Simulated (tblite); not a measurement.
**Run report: C5H12OSSi, geometry relaxation (part 1 of 2)**

System: C5H12OSSi.
Method: GFN2-xTB geometry optimisation, gas phase (tblite 0.8.0).

It belongs to a series of runs on one base structure; here: H on C replaced by iPr.

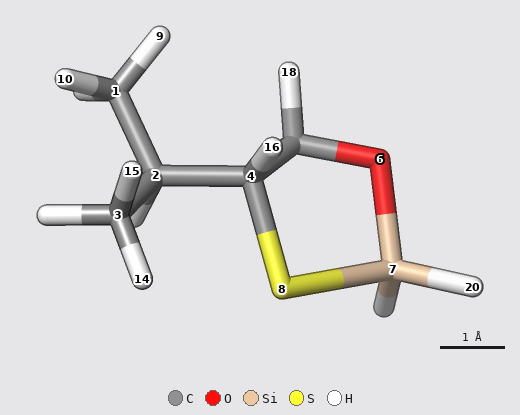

**Figure 1.** The structure as given in the input (stick view, seen at a tilt; atoms are numbered from 1 in the order of the input).

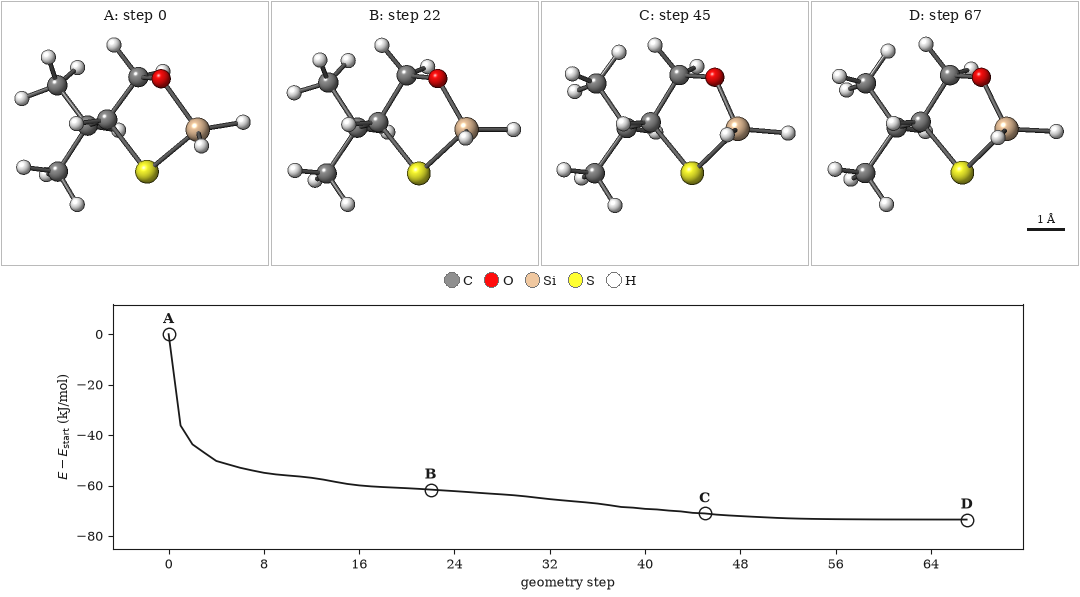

**Figure 2.** Frames of the relaxation (ball-and-stick view, seen at a tilt) above the curves, on which the letters mark them (steps are counted from 0).

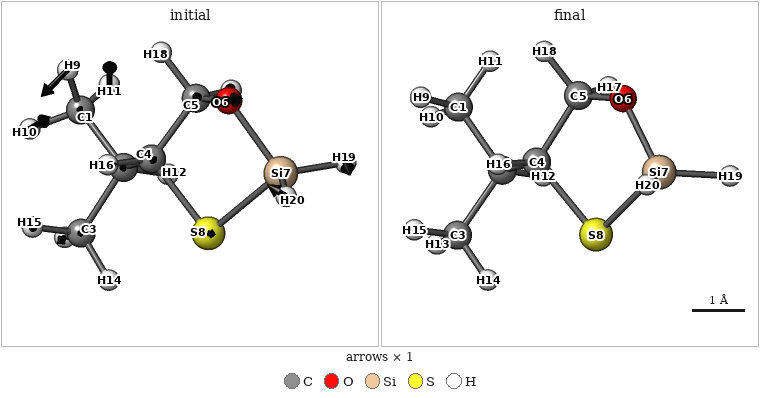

**Figure 3.** Before (left) and after (right) the relaxation, at one scale (ball-and-stick view, seen at a tilt). The black arrows give the displacements, at true length. The energy falls by 73.5 kJ/mol in 67 geometry steps. The largest force component goes from 2.5 to 0.01 eV/Å. The atom that moves furthest after the best rigid fit is H11 (0.90 Å). By element the largest moves are H 0.90 Å, O 0.41 Å, C 0.19 Å, S 0.16 Å, Si 0.06 Å. Among the contacts that change: O6–Si7 1.733 → 1.626 Å, C4–C5 1.473 → 1.527 Å, C1–C2 1.476 → 1.529 Å, C1–H10 1.125 → 1.087 Å. Among the angles that change: C5–O6–Si7 107.7° → 118.3°, C5–C4–H16 115.2° → 109.4°, O6–C5–H17 114.7° → 109.2°. (Atoms are counted from 1 in the order of the input.)

The input that produced these results follows, with the program's output.

Input file
```
{"job": {"kind": "relax", "xc": "GFN2-xTB", "basis": "xTB"}, "charge": 0, "multiplicity": 1}
C     -1.677700     1.352000     0.171700
C     -1.034500     0.080500    -0.212800
C     -2.000700    -1.036500     0.138300
C      0.322900    -0.160700     0.376300
C      1.356600     0.835800     0.046600
O      2.603300     0.427400     0.428300
Si     2.972300    -1.025100    -0.442600
S      0.930500    -1.719800    -0.375400
H     -1.159600     1.936100     0.946100
H     -2.728500     1.194800     0.541900
H     -1.744800     1.988600    -0.758300
H     -0.943600     0.056100    -1.320800
H     -2.966500    -0.815000    -0.381900
H     -1.631200    -2.042600    -0.122800
H     -2.218600    -0.989200     1.241800
H      0.197700    -0.375200     1.470500
H      1.273900     1.143600    -1.019500
H      1.145300     1.737600     0.674100
H      3.424300    -0.763400    -1.792600
H      3.873800    -1.814400     0.387900
```

The first line tells a small driver script what to run in tblite; the rest is the geometry in Å.

Run as:
```bash
OMP_NUM_THREADS=1 python <driver script> task.json out
```

Output
```
step      E/eV     max force
  0    -705.58000    2.904
  1    -705.95521    1.276
  2    -706.03263    0.558
  3    -706.06719    0.500
  4    -706.10087    0.399
  5    -706.11495    0.283
  6    -706.12877    0.307
  7    -706.13959    0.288
  8    -706.14944    0.235
  9    -706.15604    0.163
 10    -706.16055    0.157
 11    -706.16465    0.153
 12    -706.17003    0.185
 13    -706.17748    0.221
 14    -706.18669    0.256
 15    -706.19521    0.245
 16    -706.20122    0.161
 17    -706.20528    0.123
 18    -706.20811    0.130
 19    -706.21040    0.126
 20    -706.21273    0.119
 21    -706.21544    0.156
 22    -706.21854    0.145
 23    -706.22171    0.124
 24    -706.22478    0.125
 25    -706.22809    0.125
 26    -706.23166    0.143
 27    -706.23504    0.127
 28    -706.23818    0.117
 29    -706.24175    0.158
 30    -706.24649    0.166
 31    -706.25215    0.167
 32    -706.25763    0.172
 33    -706.26227    0.186
 34    -706.26663    0.206
 35    -706.27084    0.227
 36    -706.27578    0.337
 37    -706.28242    0.228
 38    -706.28988    0.183
 39    -706.29269    0.161
 40    -706.29761    0.162
 41    -706.30006    0.205
 42    -706.30473    0.133
 43    -706.30802    0.139
 44    -706.31406    0.125
 45    -706.31633    0.128
 46    -706.32130    0.140
 47    -706.32455    0.139
 48    -706.32726    0.129
 49    -706.32983    0.124
 50    -706.33220    0.111
 51    -706.33456    0.101
 52    -706.33642    0.087
 53    -706.33779    0.080
 54    -706.33876    0.059
 55    -706.33949    0.056
 56    -706.34001    0.054
 57    -706.34037    0.042
 58    -706.34066    0.037
 59    -706.34094    0.037
 60    -706.34113    0.028
 61    -706.34123    0.019
 62    -706.34129    0.018
 63    -706.34136    0.023
 64    -706.34143    0.022
 65    -706.34150    0.019
 66    -706.34153    0.012
 67    -706.34156    0.010
```

Trajectory as extended XYZ (Å, eV, eV/Å), 24 of the 68 frames kept, from step=0 to step=67
```
20
Properties=species:S:1:pos:R:3:forces:R:3 step=0 energy=-705.58000
C    -1.6777    1.3520    0.1717   -1.4380   2.5160  -0.1830
C    -1.0345    0.0805   -0.2128   -0.2760  -1.2190  -1.2290
C    -2.0007   -1.0365    0.1383   -1.0740  -0.3310   0.7600
C     0.3229   -0.1607    0.3763   -0.7070  -1.6610   0.7090
C     1.3566    0.8358    0.0466   -0.5110   2.4360   0.7850
O     2.6033    0.4274    0.4283    1.3980  -2.0100  -1.5070
Si    2.9723   -1.0251   -0.4426   -0.4230   0.9600   1.4500
S     0.9305   -1.7198   -0.3754    0.6640  -0.4930  -0.1910
H    -1.1596    1.9361    0.9461   -0.0690  -0.3030  -0.2960
H    -2.7285    1.1948    0.5419    0.9980   0.2250  -0.3730
H    -1.7448    1.9886   -0.7583   -0.0710  -0.2400   1.1630
H    -0.9436    0.0561   -1.3208    0.2230  -0.0260   0.3690
H    -2.9665   -0.8150   -0.3819    0.7730  -0.5190   0.3360
H    -1.6312   -2.0426   -0.1228   -0.2490   0.5760   0.1000
H    -2.2186   -0.9892    1.2418    0.2540  -0.2690  -0.9610
H     0.1977   -0.3752    1.4705    0.4220   0.3600  -0.6760
H     1.2739    1.1436   -1.0195    0.1920  -0.2350   0.3700
H     1.1453    1.7376    0.6741    0.1220  -0.1040  -0.4470
H     3.4243   -0.7634   -1.7926   -0.0390   0.0960  -0.1160
H     3.8738   -1.8144    0.3879   -0.1890   0.2410  -0.0630
20
Properties=species:S:1:pos:R:3:forces:R:3 step=3 energy=-706.06719
C    -1.7020    1.3997    0.1642    0.1830  -0.1430  -0.0530
C    -1.0617    0.0609   -0.2313    0.0400   0.0490  -0.0400
C    -2.0285   -1.0462    0.1519    0.0190   0.0690  -0.0610
C     0.3080   -0.2017    0.3773   -0.0380   0.0000  -0.1460
C     1.3458    0.8727    0.0701   -0.0750  -0.1520   0.0870
O     2.6314    0.3812    0.3691   -0.1390   0.4580  -0.1460
Si    2.9678   -1.0013   -0.4061    0.1400  -0.3150  -0.2580
S     0.9582   -1.7453   -0.3824    0.1440  -0.2370  -0.0130
H    -1.1591    1.9293    0.9380    0.1000   0.0090   0.0120
H    -2.7037    1.2087    0.5307   -0.1080   0.2000   0.0000
H    -1.7529    2.0022   -0.7286   -0.1200   0.4660   0.0160
H    -0.9331    0.0516   -1.3187    0.0190  -0.0860  -0.0190
H    -2.9505   -0.8410   -0.3727   -0.3090  -0.2950  -0.0670
H    -1.6437   -2.0226   -0.1180   -0.0450  -0.0650  -0.0120
H    -2.2118   -1.0022    1.2188   -0.0370  -0.1550   0.1500
H     0.2146   -0.3647    1.4560    0.1510  -0.0160  -0.0700
H     1.2815    1.1369   -0.9978    0.0110   0.0310   0.2130
H     1.1522    1.7574    0.6731    0.1780   0.1400   0.0780
H     3.4170   -0.7622   -1.7848   -0.1250  -0.0370   0.1840
H     3.8655   -1.8026    0.3881    0.0110   0.0780   0.1470
20
Properties=species:S:1:pos:R:3:forces:R:3 step=6 energy=-706.12877
C    -1.6939    1.4064    0.1549   -0.0370   0.1240  -0.0130
C    -1.0682    0.0596   -0.2405   -0.0210  -0.0150  -0.0230
C    -2.0402   -1.0463    0.1494   -0.0570  -0.0940  -0.0080
C     0.3052   -0.2141    0.3643    0.0720   0.0390   0.0410
C     1.3358    0.8711    0.0826    0.1010   0.0920  -0.1240
O     2.6335    0.4014    0.3297    0.0870  -0.0640   0.0520
Si    2.9738   -1.0134   -0.4088   -0.0230   0.0760   0.1410
S     0.9791   -1.7762   -0.3830   -0.1310   0.1120   0.1040
H    -1.1461    1.9258    0.9355    0.0880  -0.0580  -0.0120
H    -2.7036    1.2377    0.5256    0.0460   0.0850  -0.0170
H    -1.7669    2.0584   -0.7124    0.0680   0.0790   0.0880
H    -0.9290    0.0397   -1.3249   -0.0660  -0.0380  -0.0770
H    -2.9792   -0.8850   -0.3743   -0.0570  -0.1070   0.0700
H    -1.6520   -2.0236   -0.1182    0.0310  -0.0470  -0.0270
H    -2.2140   -1.0240    1.2247   -0.0350  -0.0270  -0.0650
H     0.2359   -0.3674    1.4435   -0.0130  -0.1470   0.0100
H     1.2798    1.1433   -0.9728   -0.1760   0.1820  -0.1740
H     1.1740    1.7741    0.6831    0.0370  -0.2040   0.0480
H     3.4034   -0.7660   -1.7713    0.0310  -0.0410  -0.1660
H     3.8676   -1.7907    0.4097    0.0550   0.0520   0.1510
20
Properties=species:S:1:pos:R:3:forces:R:3 step=9 energy=-706.15604
C    -1.6896    1.4195    0.1493    0.0410  -0.0460   0.0390
C    -1.0734    0.0588   -0.2485   -0.1600   0.0180   0.0220
C    -2.0499   -1.0560    0.1452    0.0450  -0.0210  -0.0110
C     0.3096   -0.2121    0.3605   -0.1140   0.0220  -0.0650
C     1.3415    0.8768    0.0717   -0.0070  -0.0420  -0.0310
O     2.6421    0.4106    0.3164   -0.0470  -0.0720  -0.0920
Si    2.9770   -1.0151   -0.4006    0.0800  -0.0170  -0.0280
S     0.9750   -1.7778   -0.3699    0.0510   0.0690  -0.0030
H    -1.1260    1.9163    0.9338    0.0480  -0.0560   0.0150
H    -2.7005    1.2654    0.5218    0.0440   0.0170   0.0050
H    -1.7637    2.1012   -0.6952    0.1440  -0.0670  -0.0090
H    -0.9373    0.0283   -1.3361   -0.0660   0.0110   0.0320
H    -3.0042   -0.9229   -0.3666    0.1270   0.0130   0.0670
H    -1.6515   -2.0322   -0.1227    0.0200   0.0400  -0.0090
H    -2.2208   -1.0397    1.2220   -0.0010   0.0050  -0.0830
H     0.2453   -0.3878    1.4373   -0.0490   0.0200  -0.0090
H     1.2558    1.1717   -0.9803   -0.0370   0.0770  -0.0140
H     1.1910    1.7576    0.6970   -0.0430   0.0060   0.0800
H     3.3984   -0.7761   -1.7806   -0.0200  -0.1100   0.0750
H     3.8758   -1.7757    0.4427   -0.0560   0.1330   0.0190
20
Properties=species:S:1:pos:R:3:forces:R:3 step=12 energy=-706.17003
C    -1.6830    1.4218    0.1518    0.0260  -0.0080   0.0160
C    -1.0891    0.0590   -0.2512    0.1810  -0.0340  -0.0210
C    -2.0483   -1.0631    0.1428    0.0060   0.0280   0.0260
C     0.2990   -0.2079    0.3522    0.0610  -0.0280  -0.0020
C     1.3391    0.8786    0.0628   -0.1460   0.0550   0.0630
O     2.6385    0.4078    0.2986   -0.0890   0.1130  -0.0710
Si    2.9846   -1.0183   -0.4006   -0.1150  -0.0250  -0.0300
S     0.9780   -1.7693   -0.3653    0.0000  -0.0910  -0.0940
H    -1.1081    1.9027    0.9367    0.0320  -0.0410   0.0610
H    -2.6942    1.2814    0.5217   -0.0350   0.0250   0.0260
H    -1.7389    2.1101   -0.6881    0.1060  -0.0580  -0.0240
H    -0.9533    0.0251   -1.3376   -0.0730   0.0330  -0.0180
H    -3.0025   -0.9378   -0.3564   -0.0760   0.0400  -0.0970
H    -1.6455   -2.0334   -0.1275    0.0700  -0.0310  -0.0240
H    -2.2240   -1.0466    1.2132    0.0270  -0.0160   0.1300
H     0.2408   -0.3935    1.4306   -0.0680   0.1050  -0.0750
H     1.2386    1.1972   -0.9854    0.0260  -0.0010   0.1170
H     1.1933    1.7455    0.7129   -0.0200  -0.0050  -0.0120
H     3.3953   -0.7982   -1.7790    0.0460  -0.0990  -0.0520
H     3.8748   -1.7505    0.4649    0.0430   0.0380   0.0840
20
Properties=species:S:1:pos:R:3:forces:R:3 step=15 energy=-706.19521
C    -1.6613    1.4233    0.1618    0.0320   0.0170   0.0060
C    -1.1013    0.0536   -0.2589    0.0340  -0.0490  -0.0300
C    -2.0461   -1.0755    0.1428   -0.0950  -0.0210   0.0370
C     0.2858   -0.2082    0.3286    0.1380  -0.1200   0.0030
C     1.3107    0.8894    0.0561    0.1040   0.0600   0.0080
O     2.6155    0.4200    0.2395    0.1210   0.0920   0.0300
Si    2.9832   -1.0273   -0.4023   -0.0780   0.1050   0.1010
S     0.9839   -1.7716   -0.3753   -0.1980  -0.1260  -0.0690
H    -1.0645    1.8641    0.9552   -0.0710  -0.0150   0.0680
H    -2.6828    1.3222    0.5244    0.0640   0.0140  -0.0590
H    -1.6633    2.1180   -0.6759    0.0000  -0.0230   0.0550
H    -1.0008    0.0248   -1.3463    0.0230   0.0230  -0.0990
H    -3.0066   -0.9632   -0.3512   -0.0260   0.0310  -0.0860
H    -1.6217   -2.0364   -0.1404   -0.0260   0.0350   0.0480
H    -2.2234   -1.0655    1.2149    0.0820  -0.0300   0.0660
H     0.2177   -0.3844    1.4041   -0.0310   0.0110   0.0540
H     1.2048    1.2533   -0.9725   -0.0840   0.0250   0.0040
H     1.1910    1.7259    0.7487   -0.0860   0.0340  -0.0230
H     3.3977   -0.8691   -1.7831    0.1040  -0.0920  -0.1130
H     3.8763   -1.6827    0.5269   -0.0080   0.0290   0.0000
20
Properties=species:S:1:pos:R:3:forces:R:3 step=17 energy=-706.20528
C    -1.6501    1.4229    0.1662    0.0490  -0.0460  -0.0010
C    -1.1017    0.0486   -0.2635   -0.0660   0.0020  -0.0060
C    -2.0497   -1.0799    0.1449   -0.0030   0.0220  -0.0120
C     0.2886   -0.2153    0.3198   -0.0290  -0.0110  -0.0020
C     1.3045    0.8962    0.0551    0.0900  -0.0400  -0.0230
O     2.6130    0.4322    0.2191    0.1130   0.0370   0.0180
Si    2.9771   -1.0255   -0.3995    0.0110   0.0350  -0.0320
S     0.9752   -1.7807   -0.3848   -0.0250   0.0160  -0.0070
H    -1.0533    1.8487    0.9676   -0.0730  -0.0070   0.0610
H    -2.6753    1.3375    0.5219    0.0570  -0.0180  -0.0750
H    -1.6340    2.1181   -0.6691   -0.0070   0.0310   0.0480
H    -1.0174    0.0267   -1.3548    0.0560  -0.0070  -0.0080
H    -3.0097   -0.9690   -0.3557    0.0430   0.0120   0.0140
H    -1.6143   -2.0356   -0.1421   -0.0870   0.0240   0.0590
H    -2.2176   -1.0741    1.2211    0.0470  -0.0080  -0.0450
H     0.2066   -0.3788    1.3969    0.0290  -0.0570   0.0420
H     1.1880    1.2749   -0.9657   -0.0840   0.0290  -0.0350
H     1.1838    1.7216    0.7602   -0.0830   0.0250  -0.0100
H     3.4052   -0.9026   -1.7899    0.0370  -0.0900   0.0750
H     3.8759   -1.6554    0.5493   -0.0750   0.0490  -0.0620
20
Properties=species:S:1:pos:R:3:forces:R:3 step=20 energy=-706.21273
C    -1.6393    1.4194    0.1687   -0.0230   0.0330   0.0020
C    -1.1032    0.0458   -0.2671    0.0790   0.0260   0.0090
C    -2.0514   -1.0790    0.1451    0.0410   0.0200  -0.0140
C     0.2891   -0.2197    0.3162    0.0120   0.0450   0.0190
C     1.3071    0.8982    0.0527   -0.0900   0.0140  -0.0010
O     2.6215    0.4448    0.2089   -0.0980   0.0080  -0.0640
Si    2.9721   -1.0205   -0.4014   -0.0050  -0.0030  -0.0180
S     0.9689   -1.7829   -0.3917    0.0970   0.0680   0.0100
H    -1.0558    1.8384    0.9833   -0.0260  -0.0280   0.0400
H    -2.6666    1.3423    0.5113   -0.0550  -0.0500  -0.0400
H    -1.6165    2.1216   -0.6596    0.0400   0.0570   0.0210
H    -1.0200    0.0271   -1.3599    0.0460  -0.0180   0.0380
H    -3.0085   -0.9691   -0.3575   -0.0220   0.0240   0.0340
H    -1.6198   -2.0347   -0.1368   -0.0330  -0.0600  -0.0100
H    -2.2089   -1.0786    1.2212   -0.0150   0.0430  -0.0030
H     0.2038   -0.3823    1.3958    0.0490  -0.0490  -0.0360
H     1.1696    1.2888   -0.9641    0.0080  -0.0400   0.0260
H     1.1699    1.7197    0.7631    0.0000  -0.0360  -0.0350
H     3.4155   -0.9335   -1.7867    0.0240  -0.0500   0.0270
H     3.8674   -1.6350    0.5554   -0.0280  -0.0050  -0.0040
20
Properties=species:S:1:pos:R:3:forces:R:3 step=23 energy=-706.22171
C    -1.6234    1.4206    0.1745   -0.0660   0.0180   0.0090
C    -1.1005    0.0453   -0.2717    0.0060  -0.0190   0.0210
C    -2.0479   -1.0788    0.1430   -0.0330  -0.0390   0.0320
C     0.2885   -0.2204    0.3079    0.0520  -0.0590   0.0080
C     1.2923    0.9047    0.0461   -0.0410   0.0430  -0.0180
O     2.6136    0.4657    0.1677   -0.0670   0.0090  -0.0530
Si    2.9676   -1.0132   -0.4057    0.0540   0.0560   0.0490
S     0.9768   -1.7758   -0.4013   -0.0560  -0.0550  -0.0310
H    -1.0564    1.8094    1.0167   -0.0570  -0.0360   0.0040
H    -2.6605    1.3501    0.4870   -0.0750  -0.0270  -0.0430
H    -1.5684    2.1422   -0.6366    0.0570   0.0170   0.0440
H    -1.0231    0.0238   -1.3634    0.0490   0.0200  -0.0070
H    -3.0102   -0.9720   -0.3503   -0.0200   0.0600   0.0170
H    -1.6305   -2.0431   -0.1335    0.0310  -0.0030  -0.0540
H    -2.1991   -1.0811    1.2191   -0.0270   0.0740   0.0470
H     0.2062   -0.3965    1.3840    0.0380  -0.0050   0.0180
H     1.1347    1.3150   -0.9574   -0.0040  -0.0310  -0.0590
H     1.1501    1.7090    0.7713    0.0570   0.0350   0.0270
H     3.4353   -1.0024   -1.7781    0.0490   0.0160  -0.0960
H     3.8499   -1.5917    0.5778    0.0540  -0.0720   0.0860
20
Properties=species:S:1:pos:R:3:forces:R:3 step=26 energy=-706.23166
C    -1.6226    1.4201    0.1794   -0.0020  -0.1070   0.0050
C    -1.0931    0.0435   -0.2703   -0.1020  -0.0380   0.0080
C    -2.0475   -1.0784    0.1452   -0.0320   0.0290   0.0170
C     0.2950   -0.2273    0.3068   -0.0780  -0.0030  -0.0080
C     1.2748    0.9129    0.0385    0.0720  -0.0370  -0.0370
O     2.6007    0.4866    0.1303    0.1430  -0.0030  -0.0010
Si    2.9728   -0.9992   -0.4073    0.0580  -0.0840  -0.0350
S     0.9819   -1.7743   -0.4149    0.0220  -0.0240  -0.0440
H    -1.0804    1.7831    1.0493   -0.0870  -0.0400   0.0280
H    -2.6716    1.3414    0.4523   -0.0180   0.0380  -0.0650
H    -1.5282    2.1640   -0.6091    0.0260  -0.0560   0.0430
H    -1.0049    0.0239   -1.3624   -0.0170   0.0250   0.0220
H    -3.0133   -0.9564   -0.3404    0.0180   0.0300   0.0140
H    -1.6442   -2.0508   -0.1351    0.0100   0.1090   0.0010
H    -2.1939   -1.0656    1.2234   -0.0090   0.0000  -0.0050
H     0.2227   -0.4142    1.3810    0.0190   0.0300   0.0430
H     1.1069    1.3207   -0.9625   -0.0770   0.0310  -0.0730
H     1.1391    1.7096    0.7732    0.0380   0.0380   0.0000
H     3.4624   -1.0525   -1.7777   -0.0020   0.0780   0.0310
H     3.8383   -1.5763    0.5973    0.0160  -0.0140   0.0550
```
